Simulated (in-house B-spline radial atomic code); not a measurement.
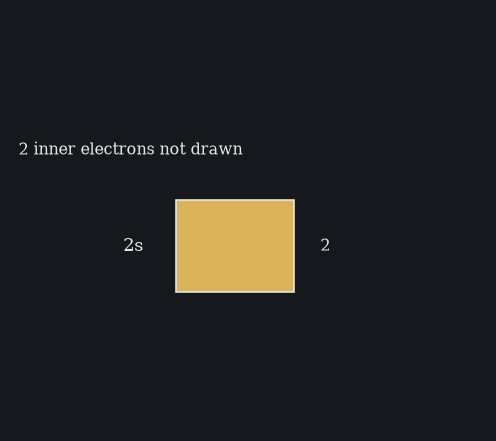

The outer shells as the input fills them: a box for each of the 2l + 1 orbitals, shaded by the share of the shell that is filled, with the electron count at the right.

**Ne⁶⁺: RPA and GW calculation**

Ne⁶⁺, configuration [He] 2s2. Computed at this level: RPA, second-order and SOSEX correlation energies and G0W0 (contour deformation) on a non-relativistic mean field, all electrons, B-spline basis (in-house B-spline radial atomic code).

Key numbers:

- outcome: converged
- mean-field total energy: −110.14247 hartree
- total energy with exact exchange alone: −110.10842 hartree
- exact exchange energy: −7.58528 hartree
- RPA correlation, extrapolated in the angular momentum of the empty orbitals: −0.31346 hartree
- RPA correlation, as summed: −0.31318 hartree
- direct second-order term: −0.44844 hartree
- second-order exchange term: 0.22080 hartree
- SOSEX term: 0.15399 hartree
- hardware: 1 CPU thread, shared host
- wall time: 1.6 s

Input file:
```
Z = 10
electrons = 4.0
configuration = [He] 2s2
hamiltonian = nr
method = pbeh
lmax = 9
exact_exchange_fraction = 0.0
spin_polarised = False
box_radius = 9.29
intervals = 45
ion_configuration = [He] 2s1
```

Launched within a batch (the task file carries these settings):
```bash
python <driver script> task.json out
```

The program writes its results to a structured record and prints no log; tables and figures of this report are taken from that record.

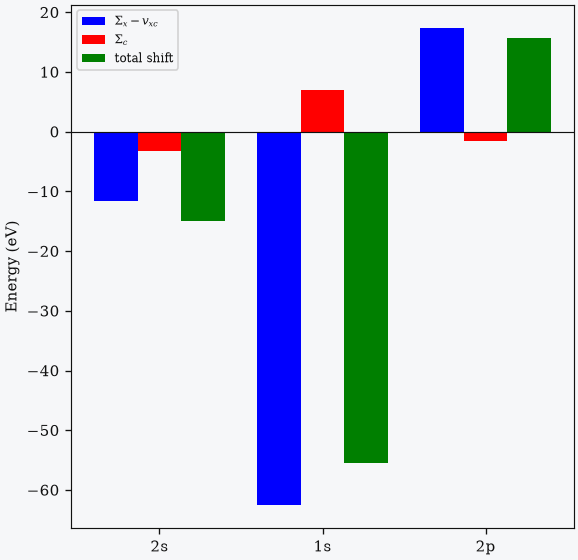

Parts of the G₀W₀ correction to each level for Ne⁶⁺ ([He] 2s²). All-electron spherical atom, non-relativistic, PBE start, no spin-orbit coupling, Breit or QED terms; computed with a B-spline radial code. The quasi-particle equation is solved at full frequency; levels of low quasi-particle weight Z are left out. Σ columns are in eV, and Σc holds an estimate for the angular momenta beyond the basis. G₀W₀ moves the highest occupied level, 2s, from −192.19 to −207.12 eV (renormalisation factor Z = 0.95); the measured removal energy is 207.27 eV, so the error is −0.15 eV. The empty level 2p goes from −174.08 to −158.41 eV.

```csv
Level,Mean field (eV),Σx − vxc (eV),Σc (eV),Z,G₀W₀ (eV)
2s,−192.19,−11.62,−3.31,0.95,−207.12
1s,−1040.60,−62.44,6.95,0.92,−1096.09
2p,−174.08,17.30,−1.62,0.97,−158.41
```
